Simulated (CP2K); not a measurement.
# CH5Al (AlH2Me) at 3 levels

Aim: a comparison of 3 runs (GFN2-xTB, PM6, GFN1-xTB) of CH5Al (AlH2Me). 

Program for the calculation: CP2K 2026.2.

2 further runs of the same task are left out: 2 set aside as unsound or not needed.

### Step 1. The structure to begin with

CH5Al has 7 atoms, charge 0, and is taken as a singlet. As SMILES, `[H][Al]([H])[CH3]`. The shape comes from GFN2-xTB, which is rough for such elements, and wasn't checked as a minimum.

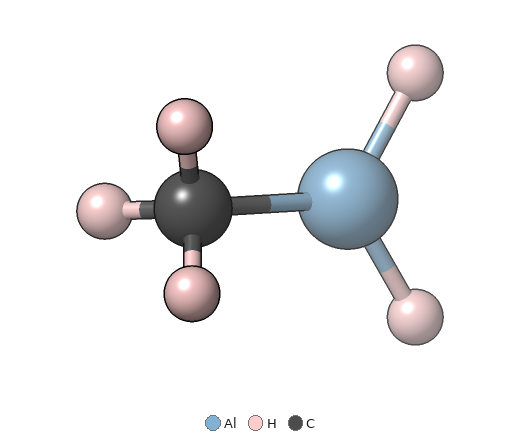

Viewed from a chosen angle; aluminium light blue, hydrogen pink, carbon dark grey.

### Step 2. Energy and forces at GFN2-xTB (run 1)

mol.inp

```
&GLOBAL
    PROJECT_NAME mol
    RUN_TYPE ENERGY_FORCE
    PRINT_LEVEL HIGH
&END GLOBAL

&FORCE_EVAL
    METHOD QS
    &DFT
        &QS
            METHOD XTB
            EPS_DEFAULT 1.0E-10
            &XTB
                GFN_TYPE TBLITE
                &TBLITE
                    METHOD GFN2
                &END TBLITE
                CHECK_ATOMIC_CHARGES F
            &END XTB
        &END QS
        &POISSON
            PERIODIC NONE
            POISSON_SOLVER ANALYTIC
        &END POISSON
        &SCF
            SCF_GUESS ATOMIC
            EPS_SCF 1.0E-06
            MAX_SCF 150
            ADDED_MOS 4
            &DIAGONALIZATION
                ALGORITHM STANDARD
            &END DIAGONALIZATION
            &MIXING
                METHOD DIRECT_P_MIXING
                ALPHA 0.4
            &END MIXING
            &SMEAR ON
                METHOD FERMI_DIRAC
                ELECTRONIC_TEMPERATURE [K] 300
            &END SMEAR
        &END SCF
        &PRINT
            &MOMENTS
                PERIODIC F
                REFERENCE COM
                MAX_MOMENT 1
            &END MOMENTS
            &MO ON
                ENERGIES T
                OCCUPATION_NUMBERS T
                NDIGITS 6
                &EACH
                    QS_SCF 0
                &END EACH
                ADD_LAST NUMERIC
            &END MO
            &HIRSHFELD OFF
            &END HIRSHFELD
        &END PRINT
    &END DFT
    &SUBSYS
        &CELL
            ABC 11.5 11.9 9.6
            PERIODIC NONE
        &END CELL
        &COORD
            SCALED T
            Al   0.51974391   0.54621807   0.52105312
            H    0.65429783   0.55502059   0.52546042
            H    0.45980304   0.66299370   0.51793021
            C    0.43374043   0.40163655   0.52106250
            H    0.42314826   0.36556092   0.41665104
            H    0.34570217   0.41039706   0.56393542
            H    0.47780043   0.33700630   0.58334896
        &END COORD
    &END SUBSYS
    &PRINT
        &FORCES ON
        &END FORCES
    &END PRINT
&END FORCE_EVAL
```

Run with:

```console
$ OMP_NUM_THREADS=1 cp2k.psmp -i mol.inp -o mol.out
```

Log:

```text
CP2K| version string:                                       CP2K version 2026.2
[...]
 GLOBAL| Method name                                                        CP2K
[...]
 GLOBAL| Run type                                                   ENERGY_FORCE
[...]
                             - Atoms:                                          7
[...]
                             - Spherical basis functions:                     18
[...]
 Number of electrons:                                                         12
[...]
  *** SCF run converged in    15 steps ***
[...]
  Fermi energy:                                                -0.24124685923304
[...]
 TB_DIPOLE| Moment [Debye]         -0.72257144      -1.24271533       0.02680311
 TB_DIPOLE| Derivative [a.u.]       0.00000000       0.00000000       0.00000000
[...]
 ENERGY| Total FORCE_EVAL ( QS ) energy [hartree]             -5.736721546794114
 FORCES| Atomic forces [hartree/bohr]
 FORCES|   Atom     x               y               z               |f|
 FORCES|      1  5.46996295E-05  4.74889316E-05  3.06241298E-05   7.86453141E-05
 FORCES|      2 -1.38400371E-04  2.53799959E-05 -8.88692260E-06   1.40988596E-04
 FORCES|      3  6.09489025E-05 -8.38617849E-05 -3.35801322E-06   1.03724847E-04
 FORCES|      4  1.51394526E-04 -3.00816344E-05  1.03987796E-04   1.86114666E-04
 FORCES|      5 -5.21198205E-05 -3.96899749E-05 -9.11400063E-06   6.61425340E-05
 FORCES|      6  1.33925396E-04 -6.40378839E-05 -1.53888743E-05   1.49243693E-04
 FORCES|      7 -2.10448263E-04  1.44802351E-04 -9.78641154E-05   2.73557265E-04
 FORCES| Sum     2.77013655E-17  9.21571847E-17 -1.74827600E-18
 FORCES| Total atomic force                                       9.62463963E-17
 *** WARNING in force_env_methods.F:472 :: To print the stress tensor ***
 *** switch on the virial evaluation with the keyword: STRESS_TENSOR  ***
[...]
```

Wall time 1.3 s (1 thread of Intel Xeon Platinum 8488C (Sapphire Rapids), shared host); peak memory 0.19 GiB.

### Step 3. Energy and gradient at PM6 (run 2)

gas.inp

```
&GLOBAL
    PROJECT gas
    RUN_TYPE ENERGY_FORCE
    PRINT_LEVEL MEDIUM
&END GLOBAL
&FORCE_EVAL
    METHOD QUICKSTEP
    &DFT
        CHARGE 0
        MULTIPLICITY 1
        # Quickstep
        &QS
            METHOD PM6
            EPS_DEFAULT 1.0E-10
            &SE
                &COULOMB
                    CUTOFF [angstrom] 50
                    RC_RANGE [angstrom] 0
                &END COULOMB
                &EXCHANGE
                    CUTOFF [angstrom] 50
                    RC_RANGE [angstrom] 0
                &END EXCHANGE
            &END SE
        &END QS
        # no periodic images
        &POISSON
            PERIODIC NONE
            POISSON_SOLVER ANALYTIC
        &END POISSON
        # self-consistent field
        &SCF
            SCF_GUESS ATOMIC
            EPS_SCF 1.0E-07
            MAX_SCF 91
            &DIAGONALIZATION
                ALGORITHM STANDARD
            &END DIAGONALIZATION
            &MIXING
                METHOD DIRECT_P_MIXING
                ALPHA 0.2
            &END MIXING
        &END SCF
        &PRINT
            &MOMENTS
                PERIODIC F
                REFERENCE COM
                MAX_MOMENT 1
            &END MOMENTS
            &MO ON
                ENERGIES T
                OCCUPATION_NUMBERS T
                NDIGITS 6
                &EACH
                    QS_SCF 0
                &END EACH
                ADD_LAST NUMERIC
            &END MO
            &HIRSHFELD OFF
            &END HIRSHFELD
        &END PRINT
    &END DFT
    # atoms, cell and kinds
    &SUBSYS
        # box in angstrom
        &CELL
            ABC [angstrom] 11.5 11.9 9.6
            PERIODIC NONE
        &END CELL
        &COORD
            UNIT bohr
            Al     1.0057878     1.7498486    -0.0053668
            H      3.9298933     1.9477974     0.0745875
            H     -0.2968382     4.3758687    -0.0620208
            C     -0.8632269    -1.5014630    -0.0051967
            H     -1.0934144    -2.3127224    -1.8993637
            H     -2.7764612    -1.3044590     0.7725767
            H      0.0942784    -2.9548514     1.1247650
        &END COORD
        &TOPOLOGY
            &CENTER_COORDINATES
            &END CENTER_COORDINATES
        &END TOPOLOGY
    &END SUBSYS
    &PRINT
        &FORCES ON
        &END FORCES
    &END PRINT
&END FORCE_EVAL
```

Run with:

```console
$ OMP_NUM_THREADS=1 cp2k.psmp -i gas.inp -o gas.out
```

Log:

```text
CP2K| version string:                                       CP2K version 2026.2
[...]
 GLOBAL| Method name                                                        CP2K
[...]
 GLOBAL| Run type                                                   ENERGY_FORCE
[...]
                             - Atoms:                                          7
[...]
                             - Spherical basis functions:                     18
[...]
 Number of electrons:                                                         12
[...]
     1 P_Mix/Diag. 0.20E+00    0.0     0.77335050        -5.1889802032 -5.19E+00
[...]
    22 DIIS/Diag.  0.68E-07    0.0     0.00000007        -8.7962694261 -1.83E-13
  *** SCF run converged in    22 steps ***
  Core-core repulsion energy [eV]:                            379.85526730747716
  Core Hamiltonian energy [eV]:                              -377.93401663585104
  Two-electron integral energy [eV]:                         -482.55982906042260
  Electronic energy [eV]:                                    -619.21393116606237
  Total energy [eV]:                                         -239.35866385858515
  Atomic reference energy [eV]:                               241.65268045958391
  Heat of formation [kcal/mol]:                                52.90128374586064
[...]
 SE_DIPOLE| Moment [Debye]          0.17513616       0.31910725       0.02348401
 SE_DIPOLE| Derivative [a.u.]       0.00000000       0.00000000       0.00000000
 ENERGY| Total FORCE_EVAL ( QS ) energy [hartree]             -8.796269426073833
 FORCES| Atomic forces [hartree/bohr]
 FORCES|   Atom     x               y               z               |f|
 FORCES|      1 -1.06413024E-02 -1.87581517E-02 -5.34912491E-04   2.15729391E-02
 FORCES|      2  8.85524540E-03 -7.42562014E-03  1.57119904E-04   1.15576768E-02
 FORCES|      3 -1.08328897E-02  3.91135929E-03 -4.75830152E-04   1.15272132E-02
 FORCES|      4  2.12855995E-03  4.43113729E-03  2.26806149E-03   5.41385704E-03
 FORCES|      5  3.87453379E-03  6.82960591E-03  7.49034266E-04   7.88774881E-03
 FORCES|      6  4.20008559E-03  4.90651801E-03 -9.54958979E-04   6.52890378E-03
 FORCES|      7  2.41576735E-03  6.10515130E-03 -1.20851403E-03   6.67602505E-03
 FORCES| Sum     8.32667268E-17  2.53269627E-16  1.09287579E-16
 FORCES| Total atomic force                                       2.88136473E-16
[...]
```

It took 1.1 s on 1 thread of Intel Xeon Platinum 8488C (Sapphire Rapids), shared host; peak memory 0.19 GiB.

### Step 4. Energy and forces at GFN1-xTB (run 3)

job.inp

```
&GLOBAL
 PROJECT job
 RUN_TYPE ENERGY_FORCE
 PRINT_LEVEL MEDIUM
&END GLOBAL

&FORCE_EVAL
 METHOD QS
 &DFT
  CHARGE 0
  MULTIPLICITY 1
  &QS
   METHOD XTB
   EPS_DEFAULT 1.0E-10
   &XTB
    GFN_TYPE 1
    CHECK_ATOMIC_CHARGES F
   &END XTB
  &END QS
  &POISSON
   PERIODIC NONE
   POISSON_SOLVER ANALYTIC
  &END POISSON
  # self-consistent field
  &SCF
   SCF_GUESS ATOMIC
   EPS_SCF 1.0E-07
   MAX_SCF 40
   &OT ON
    MINIMIZER CG
    PRECONDITIONER FULL_SINGLE_INVERSE
   &END OT
   &OUTER_SCF
    EPS_SCF 1.0E-07
    MAX_SCF 10
   &END OUTER_SCF
  &END SCF
  # extra output
  &PRINT
   &MOMENTS
    PERIODIC F
    REFERENCE COM
    MAX_MOMENT 1
   &END MOMENTS
   &MO_CUBES
    NLUMO 3
    NHOMO -1
    WRITE_CUBE F
   &END MO_CUBES
   &HIRSHFELD OFF
   &END HIRSHFELD
  &END PRINT
 &END DFT
 &SUBSYS
  &CELL
   ABC [angstrom] 13.5 13.9 11.6
   PERIODIC NONE
  &END CELL
  &COORD
   Al     0.532240     0.925980    -0.002840
   H      2.079610     1.030730     0.039470
   H     -0.157080     2.315610    -0.032820
   C     -0.456800    -0.794540    -0.002750
   H     -0.578610    -1.223840    -1.005100
   H     -1.469240    -0.690290     0.408830
   H      0.049890    -1.563640     0.595200
  &END COORD
  &TOPOLOGY
   &CENTER_COORDINATES
   &END CENTER_COORDINATES
  &END TOPOLOGY
 &END SUBSYS
 # extra output
 &PRINT
  &FORCES ON
  &END FORCES
 &END PRINT
&END FORCE_EVAL
```

Run with:

```console
$ OMP_NUM_THREADS=1 cp2k.psmp job.inp > job.out
```

Log:

```text
CP2K| version string:                                       CP2K version 2026.2
[...]
 GLOBAL| Method name                                                        CP2K
[...]
 GLOBAL| Run type                                                   ENERGY_FORCE
[...]
                             - Atoms:                                          7
[...]
                             - Spherical basis functions:                     23
[...]
 Number of electrons:                                                         12
[...]
     1 OT CG       0.80E-01    0.0     0.03710423        -6.0545083367 -6.05E+00
[...]
    10 OT CG       0.20E+00    0.0     0.00000005        -6.0646429775 -4.11E-13
  *** SCF run converged in    10 steps ***
[...]
 TB_DIPOLE| Moment [Debye]         -0.37598022      -0.65949309      -0.01592917
 TB_DIPOLE| Derivative [a.u.]       0.00000000       0.00000000       0.00000000
[...]
 ENERGY| Total FORCE_EVAL ( QS ) energy [hartree]             -6.064642977526400
 FORCES| Atomic forces [hartree/bohr]
 FORCES|   Atom     x               y               z               |f|
 FORCES|      1 -1.05605226E-03 -1.88011784E-03 -1.52143484E-04   2.16176712E-03
 FORCES|      2  2.05182265E-03 -2.17897767E-03 -8.81322278E-05   2.99427574E-03
 FORCES|      3 -2.84014816E-03  6.57961547E-04 -2.43469193E-04   2.92551401E-03
 FORCES|      4  1.62646643E-03  2.77745596E-03  6.05365206E-04   3.27507583E-03
 FORCES|      5  5.26959577E-04  8.60208941E-04 -7.57302562E-04   1.26140913E-03
 FORCES|      6 -3.01517562E-04 -1.69002996E-04  2.97555999E-04   4.56085984E-04
 FORCES|      7 -7.53067699E-06 -6.75279436E-05  3.38126261E-04   3.44885638E-04
 FORCES| Sum    -3.04025536E-17 -4.56584640E-17  2.13587828E-17
 FORCES| Total atomic force                                       5.88660191E-17
[...]
```

Run time: 1.4 s. Hardware: 1 thread of Intel Xeon Platinum 8488C (Sapphire Rapids), shared host; peak memory 0.19 GiB.

### Step 5. All runs side by side

| run | level | SCF convergence threshold | iteration cap | energy (Eh) | dipole moment (D) | HOMO energy (eV) | largest force (eV/Å) | wall time |
| --- | --- | --- | --- | --- | --- | --- | --- | --- |
| 1 | GFN2-xTB | 1e-06 | 150 | -5.736722 | 1.44 | -10.59 | 0.014 | 1.3 s |
| 2 | PM6 | 1e-07 | 91 | -8.796269 | 0.36 | -11.17 | 1.109 | 1.1 s |
| 3 | GFN1-xTB | 1e-07 | 40 | -6.064643 | 0.76 | -11.60 | 0.168 | 1.4 s |

### Step 6. Outcome

| quantity | value |
| --- | --- |
| run 3: total energy | -6.06464 Eh |
| run 3: dipole moment (from atomic charges alone) | 0.76 D |
| run 3: HOMO energy | -11.60 eV |
| run 3: dispersion energy | -3.20 kJ/mol |
| run 3: largest force on an atom | 0.168 eV/Å |

The dipole moment (its size) runs from 0.36 D (PM6) to 1.44 D (GFN2-xTB). Some of these are taken from atomic charges alone. Force-field and semi-empirical energies have zeros of their own, so their totals don't compare. All runs together took 3.9 s, the longest 1.4 s.
